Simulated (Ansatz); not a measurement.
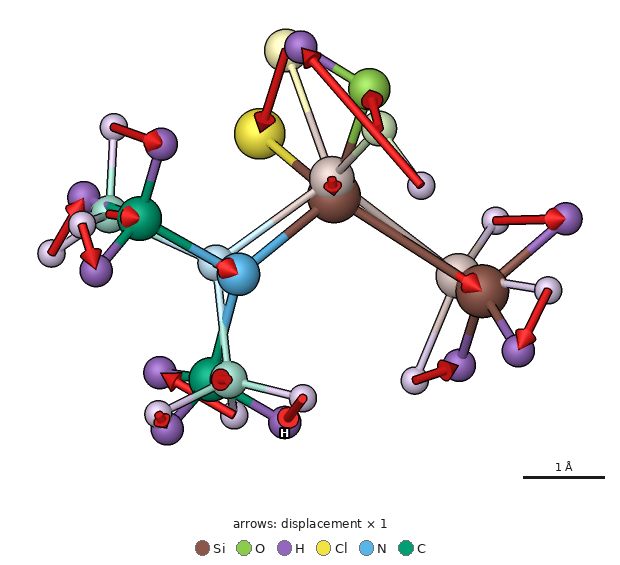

A relaxation of C₂H₁₀ClNOSi₂. The starting structure is drawn faded, the final one solid; red arrows show the displacements, at their true length. The two geometries are superimposed by the best rigid fit.

A ball-and-stick model, seen at a tilt.

The run prepares the start of a later molecular dynamics calculation, from a guessed geometry.

Method: RKS PBE0/STO-3G (Ansatz). Settings: no spin polarisation; force threshold 0.02 eV/Å; at most 40 steps.

Which element moves most?

Hydrogen: up to 2.50 Å, against 1.27 Å for chlorine.

What happened in the run?

The largest move after the best rigid fit is that of an H atom, 2.50 Å. By element the largest moves are H 2.50 Å, Cl 1.27 Å, O 0.84 Å, C 0.74 Å, N 0.46 Å, Si 0.45 Å. Near-neighbour distances that change, for instance: N–Si 1.819 → 1.758 Å, Si–Si 2.218 → 2.258 Å, C–N 1.470 → 1.488 Å, Cl–Si 2.130 → 2.147 Å. Bond angles that change, for instance: C–N–C 120.0° → 110.4°, N–C–H 109.5° → 113.5°, Si–O–H 109.5° → 105.9°. Groups turn about O–Si by about 140°, Si–Si by about 65°. The energy falls by 17.9 kcal/mol in 29 accepted moves (32 points after the start). The largest force component goes from 2.1 to 0.019 eV/Å. The line search rejected the trial steps at points 15, 20, 28 of the run.

Limits of the set-up: STO-3G is a minimal basis, so the numbers are rough.
